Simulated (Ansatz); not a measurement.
CH₇ClGeO: molecular dynamics (part 1 of 3)

- system: CH₇ClGeO
- method: UKS PBE-D4/def2-SVP (Ansatz 0.2.0)

It belongs to a series of runs on one base structure; here: dynamics from the highest image of the converged band. Figures and captions count atoms from 1; the log counts them from 0 in places.

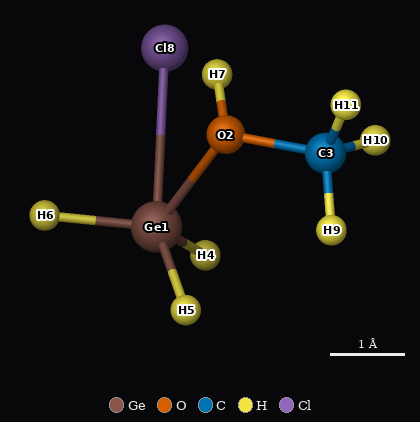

*The starting structure (ball-and-stick view, seen at a tilt; atoms are numbered from 1 in the order of the input). Sticks mark near contacts.*

**Results in brief**

- outcome: finished
- mean temperature over the second half: 339 K
- trajectory: 200 steps, 100 fs
- ensemble: nve
- temperature in the input: 300.0 K
- time step: 0.5 fs
- potential energy (last step): −72208.0145 eV
- mean-field energy (last step): −72207.8086 eV
- largest force (length of the vector) (last step): 1.721 eV/Å
- hardware: 4 threads of Arm Neoverse N1, 16 GiB of memory available, shared host
- wall time: 11 min (CPU time 42 min)
- peak memory: 0.23 GiB

So short a trajectory is not equilibrated.

**Input file**
```yaml
crystal:
  periodic: [false, false, false]
  atoms:
    - { symbol: Ge, position_ang: [-0.406591, -0.026664, 1.421178] }
    - { symbol: O, position_ang: [0.753975, 0.028919, -0.262541] }
    - { symbol: C, position_ang: [0.254267, -0.535239, -1.483037] }
    - { symbol: H, position_ang: [-1.876943, 0.448708, 1.368498] }
    - { symbol: H, position_ang: [-0.466924, -1.582481, 1.178913] }
    - { symbol: H, position_ang: [0.425474, 0.205242, 2.696579] }
    - { symbol: H, position_ang: [0.774663, 1.086389, -0.258577] }
    - { symbol: Cl, position_ang: [0.144188, 2.449046, 0.721757] }
    - { symbol: H, position_ang: [-0.103322, -1.56145, -1.270095] }
    - { symbol: H, position_ang: [-0.579306, 0.073206, -1.893131] }
    - { symbol: H, position_ang: [1.08042, -0.585679, -2.219441] }
magnetization:
  spin_polarized: true
basis:
  gaussian: { orbitals: def2-SVP }
hamiltonian:
  xc: pbe
  dispersion: d4
md:
  timestep: 0.5
  n_steps: 200
  ensemble: nve
  temperature: 300.0
  initial_velocities: maxwell_boltzmann
  seed: 2321
```

Launched with:
```bash
ansatz run input.yaml --threads 4 --pin off --max-ram 5120MiB --backend cpu --events-out ev --progress --plain --runs-dir out
```

**Log**
```
Engine: ansatz 0.2.0, aarch64-unknown-linux-gnu
Functional definition: PBE
  parameter kappa = 0.804
  parameter beta = 0.06672455060314922
  exchange = pbe_x(kappa = kappa, mu = beta*pi^2/3)
  correlation = pbe_c(beta = beta)
1253 factors; their error is unknown
mean field evaluation 1: about -72202.7708 eV, gradient 3.5e1 eV
mean field evaluation 2: about -72191.4598 eV, gradient 6.4e1 eV
mean field evaluation 4: about -72207.6165 eV, gradient 3.9e0 eV
mean field evaluation 8: about -72207.6183 eV, gradient 1.3e-1 eV
mean field evaluation 16: about -72207.6183 eV, gradient 3.5e-5 eV
mean field -72207.61834084 eV, -2653.5810299441 hartree, gradient 3.5e-5 eV, S^2 0.000000; 0 other end points of the search recorded, 0 dependent functions left out
the calculation of the forces begins
reference -72207.61837711 eV, -2653.5810312771 hartree; 35, 35 occupied and 78, 78 virtual orbitals, 1253 factors
md step     0: t =     0.00 fs  T =   300.0 K  F+E_penalty+E_count = -72207.83799549 eV  E_kin = 0.349002 eV  conserved = -72207.48899350 eV  (29 SCF iters)
these checks for a lower state are left out or cut short: starts, cluster_reference, orbital_swaps, neighbouring_geometries, increment
1253 factors; their error is unknown
mean field -72207.61176695 eV, -2653.5807883583 hartree, gradient 1.1e-5 eV, S^2 0.000000; 0 other end points of the search recorded, 0 dependent functions left out
the calculation of the forces begins
reference -72207.61180326 eV, -2653.5807896928 hartree; 35, 35 occupied and 78, 78 virtual orbitals, 1253 factors
md step     1: t =     0.50 fs  T =   294.4 K  F+E_penalty+E_count = -72207.83135566 eV  E_kin = 0.342447 eV  conserved = -72207.48890869 eV  (31 SCF iters)
[... from here on the SCF iterations and repeated set-up lines of each step are left out, up to the last step ...]
md step     2: t =     1.00 fs  T =   278.7 K  F+E_penalty+E_count = -72207.81291889 eV  E_kin = 0.324247 eV  conserved = -72207.48867223 eV  (31 SCF iters)
md step     3: t =     1.50 fs  T =   256.2 K  F+E_penalty+E_count = -72207.78639510 eV  E_kin = 0.298047 eV  conserved = -72207.48834784 eV  (31 SCF iters)
md step     4: t =     2.00 fs  T =   231.1 K  F+E_penalty+E_count = -72207.75685427 eV  E_kin = 0.268822 eV  conserved = -72207.48803203 eV  (31 SCF iters)
md step     5: t =     2.50 fs  T =   207.5 K  F+E_penalty+E_count = -72207.72922576 eV  E_kin = 0.241406 eV  conserved = -72207.48781929 eV  (31 SCF iters)
md step     6: t =     3.00 fs  T =   188.3 K  F+E_penalty+E_count = -72207.70684757 eV  E_kin = 0.219088 eV  conserved = -72207.48775986 eV  (31 SCF iters)
md step     7: t =     3.50 fs  T =   174.4 K  F+E_penalty+E_count = -72207.69069070 eV  E_kin = 0.202852 eV  conserved = -72207.48783905 eV  (31 SCF iters)
md step     8: t =     4.00 fs  T =   164.7 K  F+E_penalty+E_count = -72207.67956956 eV  E_kin = 0.191580 eV  conserved = -72207.48798996 eV  (31 SCF iters)
md step     9: t =     4.50 fs  T =   157.3 K  F+E_penalty+E_count = -72207.67113401 eV  E_kin = 0.182999 eV  conserved = -72207.48813516 eV  (31 SCF iters)
md step    10: t =     5.00 fs  T =   150.3 K  F+E_penalty+E_count = -72207.66306839 eV  E_kin = 0.174850 eV  conserved = -72207.48821883 eV  (31 SCF iters)
md step    11: t =     5.50 fs  T =   142.5 K  F+E_penalty+E_count = -72207.65398116 eV  E_kin = 0.165762 eV  conserved = -72207.48821963 eV  (31 SCF iters)
md step    12: t =     6.00 fs  T =   133.8 K  F+E_penalty+E_count = -72207.64376144 eV  E_kin = 0.155611 eV  conserved = -72207.48815045 eV  (31 SCF iters)
md step    13: t =     6.50 fs  T =   125.0 K  F+E_penalty+E_count = -72207.63343611 eV  E_kin = 0.145396 eV  conserved = -72207.48804017 eV  (31 SCF iters)
md step    14: t =     7.00 fs  T =   117.6 K  F+E_penalty+E_count = -72207.62471575 eV  E_kin = 0.136789 eV  conserved = -72207.48792709 eV  (30 SCF iters)
md step    15: t =     7.50 fs  T =   113.1 K  F+E_penalty+E_count = -72207.61938253 eV  E_kin = 0.131533 eV  conserved = -72207.48784982 eV  (31 SCF iters)
md step    16: t =     8.00 fs  T =   112.5 K  F+E_penalty+E_count = -72207.61867232 eV  E_kin = 0.130834 eV  conserved = -72207.48783795 eV  (31 SCF iters)
md step    17: t =     8.50 fs  T =   116.0 K  F+E_penalty+E_count = -72207.62280383 eV  E_kin = 0.134901 eV  conserved = -72207.48790285 eV  (31 SCF iters)
md step    18: t =     9.00 fs  T =   122.7 K  F+E_penalty+E_count = -72207.63080119 eV  E_kin = 0.142770 eV  conserved = -72207.48803165 eV  (29 SCF iters)
md step    19: t =     9.50 fs  T =   131.1 K  F+E_penalty+E_count = -72207.64069302 eV  E_kin = 0.152503 eV  conserved = -72207.48818998 eV  (31 SCF iters)
md step    20: t =    10.00 fs  T =   139.0 K  F+E_penalty+E_count = -72207.65004790 eV  E_kin = 0.161716 eV  conserved = -72207.48833205 eV  (30 SCF iters)
md step    21: t =    10.50 fs  T =   144.6 K  F+E_penalty+E_count = -72207.65669055 eV  E_kin = 0.168276 eV  conserved = -72207.48841454 eV  (31 SCF iters)
md step    22: t =    11.00 fs  T =   147.0 K  F+E_penalty+E_count = -72207.65938664 eV  E_kin = 0.170979 eV  conserved = -72207.48840741 eV  (31 SCF iters)
md step    23: t =    11.50 fs  T =   146.1 K  F+E_penalty+E_count = -72207.65830572 eV  E_kin = 0.170001 eV  conserved = -72207.48830476 eV  (31 SCF iters)
md step    24: t =    12.00 fs  T =   143.5 K  F+E_penalty+E_count = -72207.65510235 eV  E_kin = 0.166971 eV  conserved = -72207.48813100 eV  (30 SCF iters)
md step    25: t =    12.50 fs  T =   141.5 K  F+E_penalty+E_count = -72207.65251437 eV  E_kin = 0.164572 eV  conserved = -72207.48794188 eV  (31 SCF iters)
md step    26: t =    13.00 fs  T =   142.4 K  F+E_penalty+E_count = -72207.65348019 eV  E_kin = 0.165668 eV  conserved = -72207.48781255 eV  (31 SCF iters)
md step    27: t =    13.50 fs  T =   148.0 K  F+E_penalty+E_count = -72207.65998221 eV  E_kin = 0.172176 eV  conserved = -72207.48780608 eV  (30 SCF iters)
md step    28: t =    14.00 fs  T =   158.3 K  F+E_penalty+E_count = -72207.67207371 eV  E_kin = 0.184131 eV  conserved = -72207.48794309 eV  (31 SCF iters)
md step    29: t =    14.50 fs  T =   171.4 K  F+E_penalty+E_count = -72207.68758095 eV  E_kin = 0.199397 eV  conserved = -72207.48818361 eV  (31 SCF iters)
md step    30: t =    15.00 fs  T =   184.2 K  F+E_penalty+E_count = -72207.70271610 eV  E_kin = 0.214272 eV  conserved = -72207.48844448 eV  (31 SCF iters)
md step    31: t =    15.50 fs  T =   193.2 K  F+E_penalty+E_count = -72207.71334962 eV  E_kin = 0.224712 eV  conserved = -72207.48863775 eV  (31 SCF iters)
md step    32: t =    16.00 fs  T =   195.7 K  F+E_penalty+E_count = -72207.71637570 eV  E_kin = 0.227670 eV  conserved = -72207.48870527 eV  (31 SCF iters)
md step    33: t =    16.50 fs  T =   190.8 K  F+E_penalty+E_count = -72207.71064312 eV  E_kin = 0.222012 eV  conserved = -72207.48863146 eV  (31 SCF iters)
md step    34: t =    17.00 fs  T =   179.5 K  F+E_penalty+E_count = -72207.69721994 eV  E_kin = 0.208778 eV  conserved = -72207.48844149 eV  (30 SCF iters)
md step    35: t =    17.50 fs  T =   164.0 K  F+E_penalty+E_count = -72207.67902799 eV  E_kin = 0.190842 eV  conserved = -72207.48818624 eV  (31 SCF iters)
md step    36: t =    18.00 fs  T =   147.9 K  F+E_penalty+E_count = -72207.66004365 eV  E_kin = 0.172114 eV  conserved = -72207.48792972 eV  (31 SCF iters)
md step    37: t =    18.50 fs  T =   134.6 K  F+E_penalty+E_count = -72207.64428739 eV  E_kin = 0.156554 eV  conserved = -72207.48773355 eV  (29 SCF iters)
md step    38: t =    19.00 fs  T =   126.5 K  F+E_penalty+E_count = -72207.63484884 eV  E_kin = 0.147206 eV  conserved = -72207.48764243 eV  (31 SCF iters)
md step    39: t =    19.50 fs  T =   125.1 K  F+E_penalty+E_count = -72207.63318628 eV  E_kin = 0.145517 eV  conserved = -72207.48766887 eV  (31 SCF iters)
md step    40: t =    20.00 fs  T =   129.9 K  F+E_penalty+E_count = -72207.63889692 eV  E_kin = 0.151101 eV  conserved = -72207.48779621 eV  (31 SCF iters)
md step    41: t =    20.50 fs  T =   139.3 K  F+E_penalty+E_count = -72207.64998438 eV  E_kin = 0.162002 eV  conserved = -72207.48798226 eV  (31 SCF iters)
md step    42: t =    21.00 fs  T =   150.7 K  F+E_penalty+E_count = -72207.66352423 eV  E_kin = 0.175351 eV  conserved = -72207.48817363 eV  (31 SCF iters)
md step    43: t =    21.50 fs  T =   161.8 K  F+E_penalty+E_count = -72207.67651172 eV  E_kin = 0.188192 eV  conserved = -72207.48831934 eV  (31 SCF iters)
md step    44: t =    22.00 fs  T =   170.5 K  F+E_penalty+E_count = -72207.68667245 eV  E_kin = 0.198292 eV  conserved = -72207.48838052 eV  (31 SCF iters)
md step    45: t =    22.50 fs  T =   176.0 K  F+E_penalty+E_count = -72207.69305672 eV  E_kin = 0.204711 eV  conserved = -72207.48834604 eV  (31 SCF iters)
md step    46: t =    23.00 fs  T =   178.8 K  F+E_penalty+E_count = -72207.69623113 eV  E_kin = 0.207997 eV  conserved = -72207.48823371 eV  (30 SCF iters)
md step    47: t =    23.50 fs  T =   180.4 K  F+E_penalty+E_count = -72207.69796397 eV  E_kin = 0.209868 eV  conserved = -72207.48809618 eV  (31 SCF iters)
md step    48: t =    24.00 fs  T =   182.6 K  F+E_penalty+E_count = -72207.70039555 eV  E_kin = 0.212393 eV  conserved = -72207.48800287 eV  (31 SCF iters)
md step    49: t =    24.50 fs  T =   186.5 K  F+E_penalty+E_count = -72207.70497184 eV  E_kin = 0.216964 eV  conserved = -72207.48800759 eV  (30 SCF iters)
md step    50: t =    25.00 fs  T =   192.1 K  F+E_penalty+E_count = -72207.71163749 eV  E_kin = 0.223522 eV  conserved = -72207.48811530 eV  (31 SCF iters)
md step    51: t =    25.50 fs  T =   198.1 K  F+E_penalty+E_count = -72207.71875553 eV  E_kin = 0.230477 eV  conserved = -72207.48827803 eV  (31 SCF iters)
md step    52: t =    26.00 fs  T =   202.4 K  F+E_penalty+E_count = -72207.72383039 eV  E_kin = 0.235410 eV  conserved = -72207.48842010 eV  (31 SCF iters)
md step    53: t =    26.50 fs  T =   203.0 K  F+E_penalty+E_count = -72207.72465586 eV  E_kin = 0.236179 eV  conserved = -72207.48847727 eV  (31 SCF iters)
md step    54: t =    27.00 fs  T =   199.3 K  F+E_penalty+E_count = -72207.72030565 eV  E_kin = 0.231881 eV  conserved = -72207.48842431 eV  (31 SCF iters)
md step    55: t =    27.50 fs  T =   191.9 K  F+E_penalty+E_count = -72207.71154672 eV  E_kin = 0.223268 eV  conserved = -72207.48827843 eV  (31 SCF iters)
md step    56: t =    28.00 fs  T =   182.7 K  F+E_penalty+E_count = -72207.70059489 eV  E_kin = 0.212507 eV  conserved = -72207.48808768 eV  (30 SCF iters)
md step    57: t =    28.50 fs  T =   174.0 K  F+E_penalty+E_count = -72207.69038952 eV  E_kin = 0.202479 eV  conserved = -72207.48791074 eV  (30 SCF iters)
md step    58: t =    29.00 fs  T =   168.4 K  F+E_penalty+E_count = -72207.68368013 eV  E_kin = 0.195881 eV  conserved = -72207.48779958 eV  (31 SCF iters)
md step    59: t =    29.50 fs  T =   167.1 K  F+E_penalty+E_count = -72207.68220568 eV  E_kin = 0.194420 eV  conserved = -72207.48778579 eV  (31 SCF iters)
md step    60: t =    30.00 fs  T =   170.5 K  F+E_penalty+E_count = -72207.68618782 eV  E_kin = 0.198315 eV  conserved = -72207.48787296 eV  (31 SCF iters)
md step    61: t =    30.50 fs  T =   177.3 K  F+E_penalty+E_count = -72207.69426125 eV  E_kin = 0.206224 eV  conserved = -72207.48803745 eV  (31 SCF iters)
md step    62: t =    31.00 fs  T =   185.3 K  F+E_penalty+E_count = -72207.70383303 eV  E_kin = 0.215596 eV  conserved = -72207.48823750 eV  (30 SCF iters)
md step    63: t =    31.50 fs  T =   192.0 K  F+E_penalty+E_count = -72207.71173832 eV  E_kin = 0.223313 eV  conserved = -72207.48842502 eV  (31 SCF iters)
md step    64: t =    32.00 fs  T =   194.7 K  F+E_penalty+E_count = -72207.71500487 eV  E_kin = 0.226448 eV  conserved = -72207.48855714 eV  (31 SCF iters)
md step    65: t =    32.50 fs  T =   191.7 K  F+E_penalty+E_count = -72207.71155699 eV  E_kin = 0.222957 eV  conserved = -72207.48860010 eV  (30 SCF iters)
md step    66: t =    33.00 fs  T =   182.4 K  F+E_penalty+E_count = -72207.70076087 eV  E_kin = 0.212227 eV  conserved = -72207.48853405 eV  (31 SCF iters)
md step    67: t =    33.50 fs  T =   167.9 K  F+E_penalty+E_count = -72207.68372896 eV  E_kin = 0.195368 eV  conserved = -72207.48836054 eV  (31 SCF iters)
md step    68: t =    34.00 fs  T =   150.6 K  F+E_penalty+E_count = -72207.66327034 eV  E_kin = 0.175159 eV  conserved = -72207.48811102 eV  (30 SCF iters)
md step    69: t =    34.50 fs  T =   133.7 K  F+E_penalty+E_count = -72207.64336034 eV  E_kin = 0.155510 eV  conserved = -72207.48785022 eV  (30 SCF iters)
md step    70: t =    35.00 fs  T =   120.7 K  F+E_penalty+E_count = -72207.62810899 eV  E_kin = 0.140448 eV  conserved = -72207.48766081 eV  (31 SCF iters)
md step    71: t =    35.50 fs  T =   114.2 K  F+E_penalty+E_count = -72207.62048037 eV  E_kin = 0.132872 eV  conserved = -72207.48760868 eV  (31 SCF iters)
md step    72: t =    36.00 fs  T =   114.8 K  F+E_penalty+E_count = -72207.62128617 eV  E_kin = 0.133575 eV  conserved = -72207.48771123 eV  (31 SCF iters)
md step    73: t =    36.50 fs  T =   121.2 K  F+E_penalty+E_count = -72207.62895041 eV  E_kin = 0.141031 eV  conserved = -72207.48791909 eV  (31 SCF iters)
md step    74: t =    37.00 fs  T =   130.7 K  F+E_penalty+E_count = -72207.64021828 eV  E_kin = 0.152065 eV  conserved = -72207.48815313 eV  (31 SCF iters)
md step    75: t =    37.50 fs  T =   140.2 K  F+E_penalty+E_count = -72207.65141000 eV  E_kin = 0.163078 eV  conserved = -72207.48833232 eV  (30 SCF iters)
md step    76: t =    38.00 fs  T =   147.2 K  F+E_penalty+E_count = -72207.65966751 eV  E_kin = 0.171257 eV  conserved = -72207.48841042 eV  (30 SCF iters)
md step    77: t =    38.50 fs  T =   150.7 K  F+E_penalty+E_count = -72207.66369936 eV  E_kin = 0.175316 eV  conserved = -72207.48838296 eV  (30 SCF iters)
md step    78: t =    39.00 fs  T =   150.9 K  F+E_penalty+E_count = -72207.66387754 eV  E_kin = 0.175598 eV  conserved = -72207.48827980 eV  (31 SCF iters)
md step    79: t =    39.50 fs  T =   149.3 K  F+E_penalty+E_count = -72207.66178938 eV  E_kin = 0.173640 eV  conserved = -72207.48814906 eV  (30 SCF iters)
md step    80: t =    40.00 fs  T =   147.4 K  F+E_penalty+E_count = -72207.65948757 eV  E_kin = 0.171447 eV  conserved = -72207.48804043 eV  (31 SCF iters)
md step    81: t =    40.50 fs  T =   146.8 K  F+E_penalty+E_count = -72207.65871560 eV  E_kin = 0.170728 eV  conserved = -72207.48798737 eV  (30 SCF iters)
md step    82: t =    41.00 fs  T =   148.2 K  F+E_penalty+E_count = -72207.66036993 eV  E_kin = 0.172372 eV  conserved = -72207.48799808 eV  (30 SCF iters)
md step    83: t =    41.50 fs  T =   151.5 K  F+E_penalty+E_count = -72207.66434952 eV  E_kin = 0.176292 eV  conserved = -72207.48805713 eV  (31 SCF iters)
md step    84: t =    42.00 fs  T =   156.1 K  F+E_penalty+E_count = -72207.66977797 eV  E_kin = 0.181641 eV  conserved = -72207.48813671 eV  (31 SCF iters)
md step    85: t =    42.50 fs  T =   160.9 K  F+E_penalty+E_count = -72207.67543283 eV  E_kin = 0.187223 eV  conserved = -72207.48820942 eV  (31 SCF iters)
md step    86: t =    43.00 fs  T =   165.0 K  F+E_penalty+E_count = -72207.68018008 eV  E_kin = 0.191923 eV  conserved = -72207.48825672 eV  (31 SCF iters)
md step    87: t =    43.50 fs  T =   167.6 K  F+E_penalty+E_count = -72207.68328998 eV  E_kin = 0.195022 eV  conserved = -72207.48826767 eV  (31 SCF iters)
md step    88: t =    44.00 fs  T =   168.8 K  F+E_penalty+E_count = -72207.68463127 eV  E_kin = 0.196396 eV  conserved = -72207.48823557 eV  (31 SCF iters)
md step    89: t =    44.50 fs  T =   169.0 K  F+E_penalty+E_count = -72207.68477761 eV  E_kin = 0.196618 eV  conserved = -72207.48815951 eV  (31 SCF iters)
```
